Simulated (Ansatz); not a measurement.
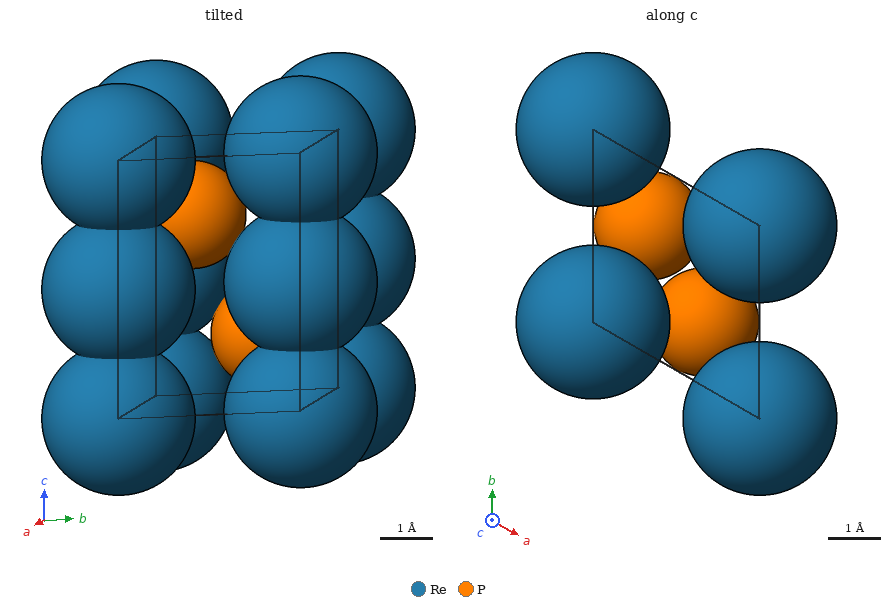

Drawn in the space-filling manner and seen slightly off an axis and along the c axis. The conventional unit cell is outlined; an atom on or near a face, edge or corner is repeated at each equivalent position.

ReP, nickel arsenide (NiAs) type, space group P6_3/mmc (No. 194), a = 3.749 Å, b = 3.749 Å, c = 5.080 Å, α = 90.00°, β = 90.00°, γ = 120.00°. The starting point was a structure type filled with these elements by a generator (whether the compound takes this form wasn't checked). Earlier steps of the study, as a rule a relaxation of our own, may have changed the cell and positions, so they can lie some per cent off the listed ones. It went into a calculation with Ansatz.

This one geometry was computed with Ansatz (DFT, plane waves, PAW) at four levels of theory: LDA, PBEsol, PBE with spin-orbit coupling and r2SCAN.

> Which level gives the highest pressure at this volume, and what does that say about its equilibrium volume?

Highest: PBE with spin-orbit coupling (0.5 GPa), which points to the largest equilibrium volume. Lowest, with the smallest volume: LDA (-9.8 GPa). Levels within 0.5 GPa of each other can't be told apart.

> How does the band gap change with the level of theory?

All levels give a metal.

> Collect the results in a table.

| level | cutoff (eV) | k-mesh of the run's cell | gap (eV) | pressure (GPa) |
| --- | --- | --- | --- | --- |
| LDA | 420 | 10×10×8 | metal | -9.8 |
| PBEsol | 420 | 10×10×8 | metal | -6.4 |
| PBE with spin-orbit coupling | 420 | 10×10×8 | metal | 0.5 |
| r2SCAN | 500 | 10×10×8 | metal | -3.3 |

Gaps are taken on the k-mesh or band path of each run.
